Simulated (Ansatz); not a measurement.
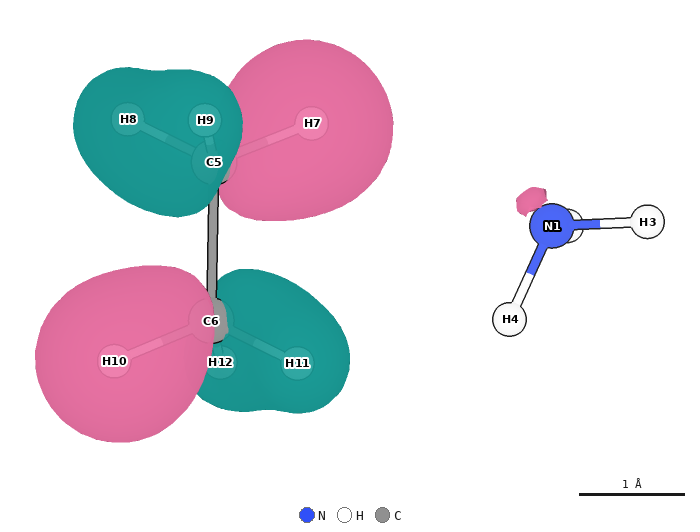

NH₃···C₂H₆. The HOMO−1 at ±0.15 Å⁻³ᐟ² (teal and pink are the two phases), seen at a tilt.

Geometry: PBE0-D4/def2-TZVP.

These are results of RKS PBE0-D4/def2-TZVPPD (Ansatz), not measurements.

The calculation's input:

```
crystal:
  periodic: [false, false, false]
  atoms:
    - {symbol: N, position_ang: [-0.041129, -0.147376, -2.334607]}
    - {symbol: H, position_ang: [-0.791275, 0.229530, -2.900658]}
    - {symbol: H, position_ang: [0.606456, -0.605941, -2.963484]}
    - {symbol: H, position_ang: [-0.444478, -0.865836, -1.745639]}
    - {symbol: C, position_ang: [0.486696, 0.810219, 1.126988]}
    - {symbol: C, position_ang: [-0.316053, -0.458119, 1.358799]}
    - {symbol: H, position_ang: [0.631164, 0.987145, 0.059048]}
    - {symbol: H, position_ang: [-0.020241, 1.681837, 1.548818]}
    - {symbol: H, position_ang: [1.471863, 0.746194, 1.596001]}
    - {symbol: H, position_ang: [-0.472550, -0.651828, 2.423067]}
    - {symbol: H, position_ang: [0.192052, -1.331415, 0.940613]}
    - {symbol: H, position_ang: [-1.302406, -0.394509, 0.891155]}
basis:
  gaussian: {orbitals: "def2-TZVPPD.json"}
hamiltonian: {xc: pbe0, dispersion: d4}
output: {orbitals: {seedname: orbitals}}
```

Run with:

```sh
ansatz run in.yaml --threads 4 --pin off --events-out ev --progress --plain --max-ram 9574MiB
```

**Describe this orbital and give its energy.**

By Hirshfeld shares it lies mainly on C5 (about 25 %), C6 (about 25 %), H7 (about 15 %) and H10 (about 15 %). Its energy is −9.34 eV.
